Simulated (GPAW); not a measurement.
Consider InNi3N (Pm-3m).

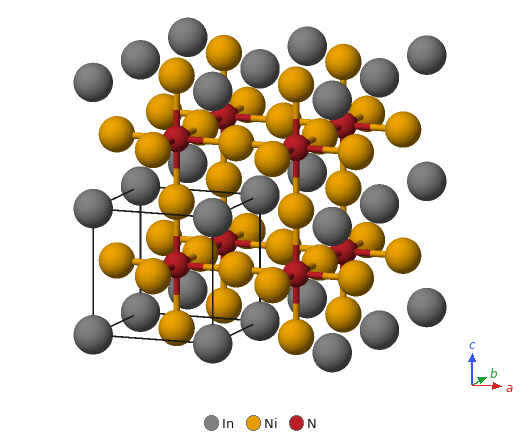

The structure (indium grey, nickel orange, nitrogen red). 2×2×2 cells are drawn. Some periodic images of atoms are drawn too.

```xyz
5
Lattice="3.8399 0.0000 0.0000 0.0000 3.8399 0.0000 0.0000 0.0000 3.8399" Properties=species:S:1:pos:R:3 pbc="T T T"
In    0.0000    0.0000    0.0000
Ni    0.0000    1.9199    1.9199
Ni    1.9199    0.0000    1.9199
Ni    1.9199    1.9199    0.0000
N     1.9199    1.9199    1.9199
```

Absorber: atom 5, with 6 Ni at 1.92 Å (octahedral, site symmetry m-3m). Method: GPAW, LDA, excited-electron core hole (neutral cell), 10-atom cell with 5.4 Å between holes, 7×7×7 k points, dipole transitions, Gaussian full width 0.9 eV up to 4 eV, rising linearly to 3.5 eV at 25 eV.

Predict the near-edge structure at the N K edge.

Main maxima up to 24 eV above the zero (height): 1.7 eV (2.40), 6.2 eV (1.63), 13.6 eV (1.53) and 18.2 eV (0.62). A K edge sees empty p states; the first features are N p mixed into the empty d states of the Ni neighbours, and the broad ones above probably into the cations' higher empty bands. The total-energy difference is 394.66 eV. The functional leaves an error in such absolute values: in the free atom LDA prices this hole 3.5 eV below PBE (computed apart), and PBE is itself good to a few eV.

The N K spectrum (energy from the lowest empty level; intensity scaled to a mean of 1 over the first 20 eV):

```csv
E (eV),intensity
-2.0,0.00
-0.5,0.22
1.0,1.92
2.5,1.41
4.0,0.65
5.5,1.17
7.0,1.08
8.5,0.55
10.0,0.62
11.5,0.78
13.0,1.42
14.5,1.30
16.0,0.64
17.5,0.59
19.0,0.59
20.5,0.56
22.0,0.58
23.5,0.51
25.0,0.57
26.5,0.74
28.0,0.74
29.5,0.61
31.0,0.55
```

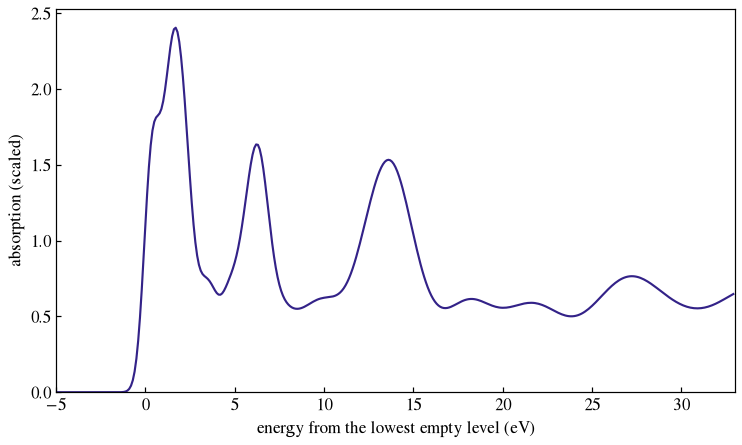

The N K edge.

The hole lies in one spin channel, while the script sums the empty states of both and takes the lower zero; where the two channels are split, this blurs and shifts the curve. The starting moments shrank to 0.00 μB or less, so this is hardly a magnetic state. The holes are only 5.4 Å apart, so the shape is probably not converged with cell size; no larger cell was run here. The mesh is coarse (0.23 Å⁻¹ between points), so small maxima may be mesh ripples. The structure is a computed Materials Project entry and may be a hypothetical form.

[Banner, clock and machine lines of the logs are left out without a mark of their own.]

[Logs are printed without paths, hosts, clocks, repeated set-up lines and the standing remarks that a program may print on its own settings, such as how far it seeks lower states.]

[Hosts, paths, dates, database ids (printed as entryN), source tags and the programs' standing remarks are cut or masked in the printed files.]

[Lists of maxima count a maximum above −3 eV only where it reaches 4 % of the highest in the window and stands out from its surroundings by 2 % of it (1.5 % where it reaches 55 %); shoulders and weaker maxima are passed over, and of the rest the first, up to two pre-edge ones and the few strongest are named.]
